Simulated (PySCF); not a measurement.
# Core-level calculation, with input and output: Si$_{2}$NH$_{8}$O$_{2}$ (charge +1)

The run: core-level calculation of Si$_{2}$NH$_{8}$O$_{2}$, charge +1, SMILES [NH3+][SiH2]O[SiH2]O. Method and program: delta-SCF UKS SCAN, pcX-2 on the ionised atom, pcseg-1 elsewhere, spin-free X2C (PySCF 2.14.0).

Figures and captions count atoms from 1; the log counts them from 0 in places.

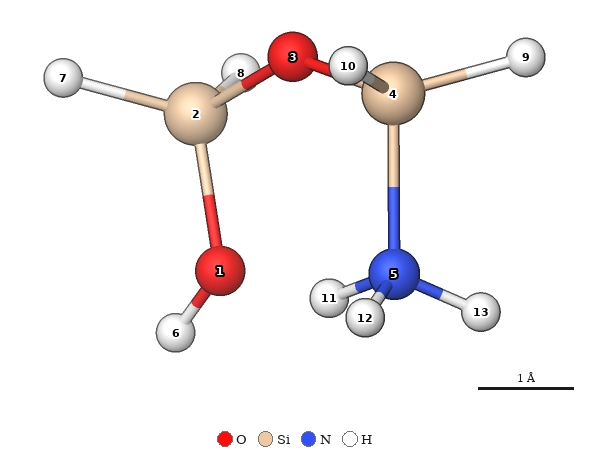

Figure 1. The structure (ball-and-stick view, seen at a tilt; atoms are numbered from 1 in the order of the input). Bond lengths as drawn: H–N 1.03 to 1.06 Å, H–O 0.97 Å, H–Si 1.48 Å, N–Si 1.90 Å and O–Si 1.62 to 1.69 Å.

### Results in brief

| quantity | value |
| --- | --- |
| outcome | converged |
| hardware | 1 CPU thread, shared host |
| wall time | 39 s |
| peak memory | 0.58 GiB |

### Input file
```
{"job": {"kind": "xps", "holes": 5}, "charge": 1, "multiplicity": 1}
O     -1.646527     0.394304     0.175328
Si    -1.351698    -0.291033    -1.342943
O      0.295372    -0.536184    -1.206168
Si     1.588005    -0.387691    -0.235408
N      0.820903     0.374667     1.330376
H     -2.537505     0.673329     0.420185
H     -1.622043     0.673172    -2.430531
H     -2.035617    -1.593940    -1.486996
H      2.145711    -1.673061     0.228975
H      2.566542     0.622412    -0.683218
H     -0.207290     0.490639     1.117443
H      1.200675     1.296014     1.573545
H      0.905742    -0.216432     2.164457
```

The first line tells a small driver script what to run in PySCF; the rest is the geometry in Å.

Launched with:
```bash
OMP_NUM_THREADS=1 python <driver script> task.json out
```

### Log
```
ground state, core basis on atom 0 (O), 149 functions
  cycle   1  E = -789.84130707  |g| = 1.04e+00
  cycle   2  E = -789.28579354  |g| = 1.99e+00
  cycle   3  E = -790.02487707  |g| = 1.59e-01
  cycle   4  E = -790.02939413  |g| = 8.53e-02
  cycle   5  E = -790.03072401  |g| = 2.45e-02
  cycle   6  E = -790.03083460  |g| = 9.61e-03
  cycle   7  E = -790.03084977  |g| = 3.48e-03
  cycle   8  E = -790.03085210  |g| = 5.43e-04
  cycle   9  E = -790.03085155  |g| = 3.01e-05
  E(ground) = -790.10284798 Eh
hole in O 1s of atom 0
  cycle   1  E = -769.24593089  |g| = 2.22e+00
[... 8 cycles left out ...]
  E(ion) = -770.13162306 Eh   <S^2> = 0.7614   hole on atom = 1.000   binding energy = 543.445 eV
ground state, core basis on atom 1 (Si), 160 functions
[... 7 cycles left out ...]
  E(ground) = -790.14067645 Eh
hole in Si 2p of atom 1
[... 9 cycles left out ...]
  E(ion) = -785.99813026 Eh   <S^2> = 0.7520   hole on atom = 1.003   binding energy = 112.724 eV
  2p3/2 = 112.579 eV   2p1/2 = 113.210 eV
ground state, core basis on atom 2 (O), 149 functions
[... 6 cycles left out ...]
  E(ground) = -790.10839355 Eh
hole in O 1s of atom 2
[... 9 cycles left out ...]
  E(ion) = -770.15839255 Eh   <S^2> = 0.7618   hole on atom = 1.000   binding energy = 542.867 eV
ground state, core basis on atom 3 (Si), 160 functions
[... 7 cycles left out ...]
  E(ground) = -790.13775640 Eh
hole in Si 2p of atom 3
[... 10 cycles left out ...]
  E(ion) = -785.96186110 Eh   <S^2> = 0.7515   hole on atom = 1.003   binding energy = 113.632 eV
  2p3/2 = 113.348 eV   2p1/2 = 113.979 eV
ground state, core basis on atom 4 (N), 149 functions
[... 6 cycles left out ...]
  E(ground) = -790.08618491 Eh
hole in N 1s of atom 4
  cycle   1  E = -774.16369617  |g| = 1.85e+00
  cycle   2  E = -771.54556712  |g| = 2.53e+00
  cycle   3  E = -774.63331976  |g| = 6.43e-01
  cycle   4  E = -774.78440608  |g| = 4.05e-01
  cycle   5  E = -774.83677449  |g| = 1.67e-01
  cycle   6  E = -774.84699905  |g| = 3.81e-02
  cycle   7  E = -774.84743897  |g| = 2.01e-02
  cycle   8  E = -774.84759075  |g| = 3.81e-03
  cycle   9  E = -774.84759785  |g| = 9.48e-04
  cycle  10  E = -774.84759869  |g| = 2.41e-04
  E(ion) = -774.91917911 Eh   <S^2> = 0.7641   hole on atom = 1.000   binding energy = 412.715 eV
```

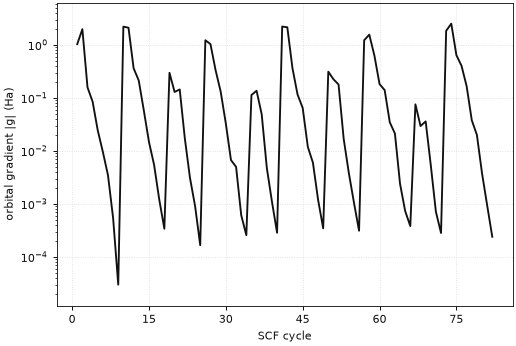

Figure 2. Convergence of the self-consistent field: orbital gradient |g| against the SCF cycle. All cycles printed in the log are drawn one after another.

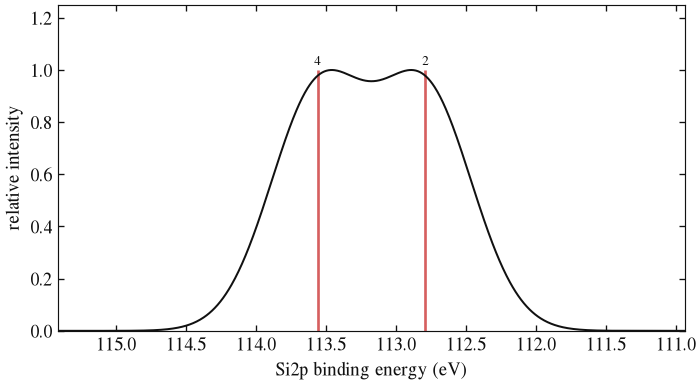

Figure 3. Si2p binding energies by ΔSCF of the atoms computed, labelled by atom number, with a Gaussian envelope of 0.8 eV full width. They run from 112.79 eV (atom 2) to 113.56 eV (atom 4).
